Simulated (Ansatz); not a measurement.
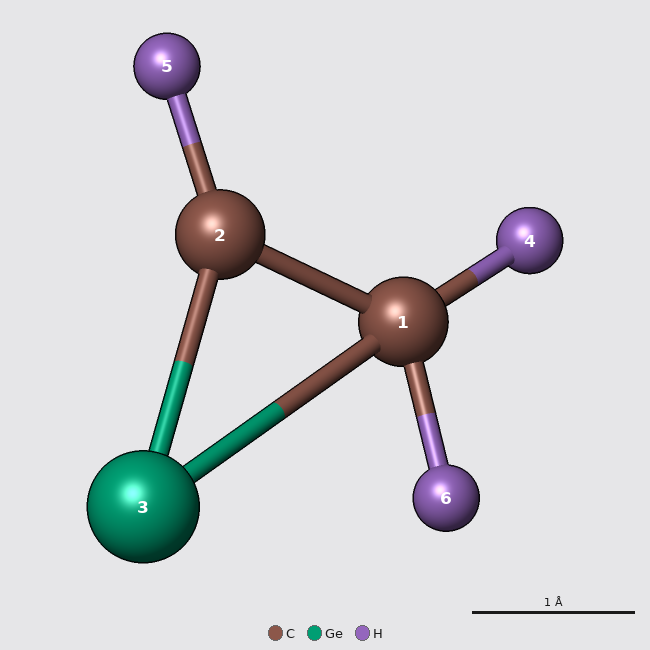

The view is orthographic, and the bar gives the scale. The species has charge +1 and is a spin singlet. The computed structure is the end point of a PBE-D4/def2-SVP optimisation. No frequency run is at hand to confirm it as a minimum.

Give an XYZ file in the frame of the picture: x to the right, y up, z towards the viewer, origin at the mean of the atomic positions.

```xyz
6
C2H3Ge
C    0.53  -0.07  -0.29
C   -0.61   0.48   0.22
Ge  -1.09  -1.21   0.98
H    1.31   0.44  -0.89
H   -0.94   1.52   0.11
H    0.79  -1.16  -0.13
```
